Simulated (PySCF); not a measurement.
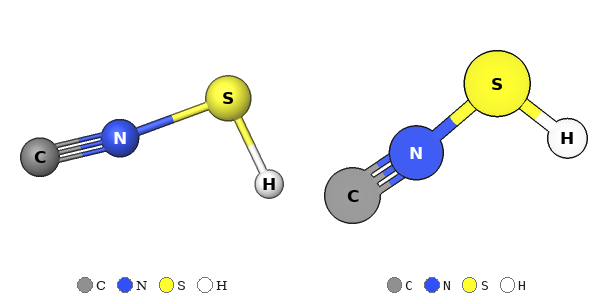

Both panels show the same species.

Description:

Formula CHNS. Its SMILES string is `[C-]#[N+]S`. All atoms lie on one plane. Coordination: 1 N linear; 1 S bent.

More results for the same structure follow; atom numbers are the same in all pictures, views and colours differ. Computed geometry: PBE0-D3(BJ)/def2-TZVP optimisation. No frequency run is at hand to confirm it as a minimum.

**Dipole moment**

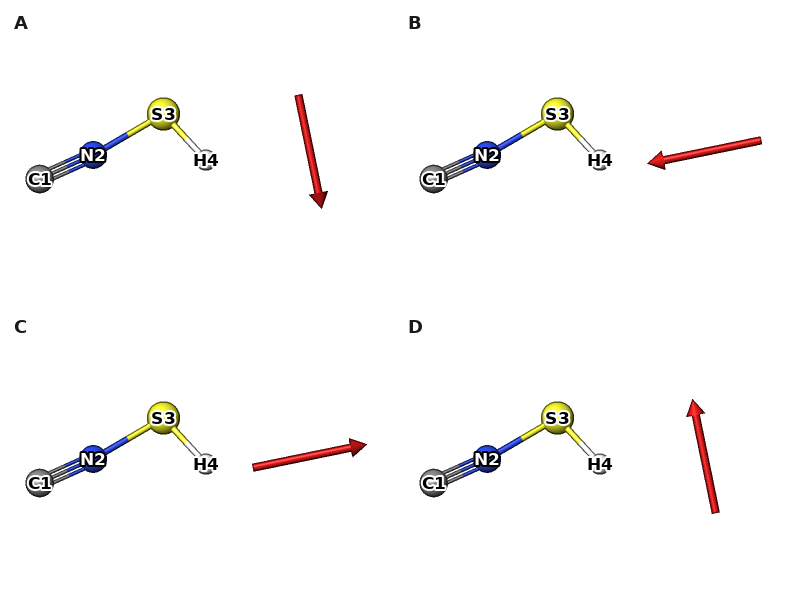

The same molecule four times, each with an arrow. No frequency run is at hand to confirm it as a minimum. Level of theory: PBE0/pcSseg-2, gas phase (PySCF 2.14.0).

Question: Which arrow points along the dipole moment, from the negative to the positive end?

Answer: C. The dipole moment is 3.25 D; it points from the side of C1 to the side of H4 (the outermost atoms at the two ends).

**NMR shielding**

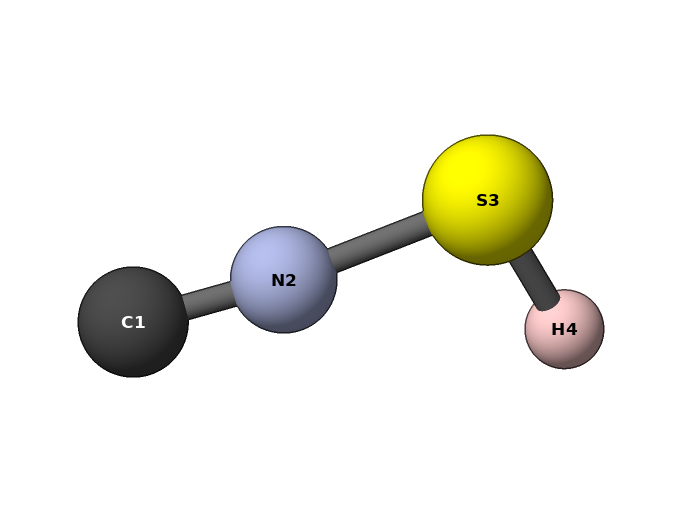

No frequency run is at hand to confirm it as a minimum. Properties computed with GIAO ωB97X-D/pcSseg-2 NMR shielding, non-relativistic, gas phase (PySCF 2.14.0). Principal shieldings σ11 ≤ σ22 ≤ σ33, span Ω = σ33 − σ11, skew κ = 3(σiso − σ22)/Ω.

Give the shielding tensors of the N atoms.

```json
{"atom": "N2", "σ11": "−7.3", "σ22": "5.5", "σ33": "361.5", "σiso": "119.9", "Ω": "368.8", "κ": "0.93"}
```

Shieldings and span in ppm.

**Quadrupole coupling**

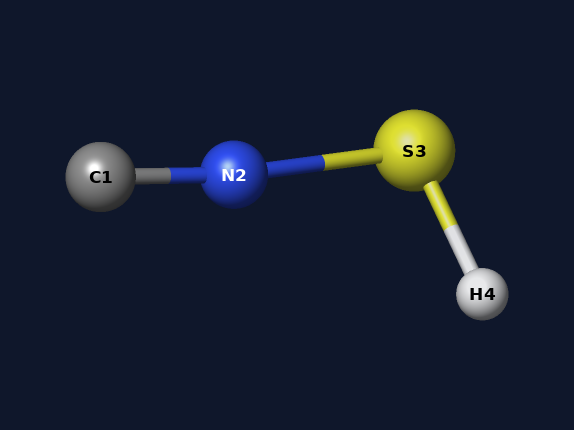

No frequency run is at hand to confirm it as a minimum. Electric field gradients from the ground-state density, PBE0/pcSseg-2 (PySCF 2.14.0), non-relativistic apart from any core potentials.

Give the largest field-gradient component, the quadrupole coupling constant and the asymmetry for 14N at N2 (Q = 20.44 mb), 33S at S3 (Q = −67.81 mb), 2H at H4 (Q = 2.86 mb).

| atom | V_zz (a.u.) | e²qQ/h (MHz) | η |
| --- | --- | --- | --- |
| N2 | 0.287 | 1.38 | 0.34 |
| S3 | −3.573 | 56.9 | 0.92 |
| H4 | 0.213 | 0.143 | 0.23 |
